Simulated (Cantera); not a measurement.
Feed: 1 mol B2O3, 1.6 mol H2, 0.00024 mol O2, at 0.0220 bar.

Method: chemical equilibrium by Gibbs-energy minimisation in Cantera with the NASA 1993 tables (ideal gas, pure condensed phases). Candidate condensed phases: B, B2O3, B3O3H3, H2O; 23 gas species. Kinetics and transport are ignored.

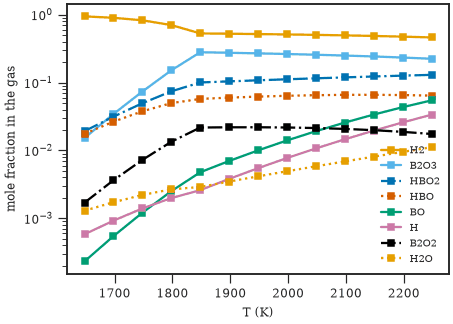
Equilibrium gas composition (values under 1e-9 drawn at 1e-9)

From 1648 K to 1798 K the condensed part is B2O3(l). From 1848 K to 2248 K nothing is condensed. The main B-bearing gas is B2O3 throughout.
